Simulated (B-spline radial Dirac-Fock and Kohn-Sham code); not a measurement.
Rb⁷⁺, configuration [Ar] 3d10 4s2. Level of theory: independent-particle rates on relativistic LDA orbitals of the hole state (multipoles to L = 3), energies from Dirac–Fock ΔSCF; calculated with a B-spline radial code.

What should this plot look like? X-ray emission lines that fill a K (1s) hole, broadened by a Lorentzian of 4.3 eV full width, on a logarithmic intensity axis.

The strongest line is K-L3 (Kα1) at 13.397 keV with 57.5 % of the photons, then K-L2 (Kα2) at 13.337 keV (30 %), K-M3 (Kβ1) at 14.965 keV (8.4 %), K-M2 (Kβ3) at 14.956 keV (4.3 %), K-M5 at 15.097 keV (0.021 %). The hole has a width of 2.87 eV and a fluorescence yield of 0.670.

Here it is:

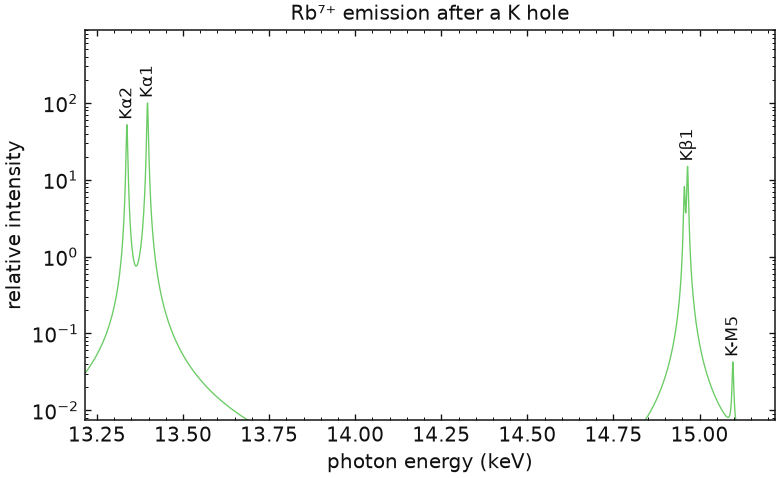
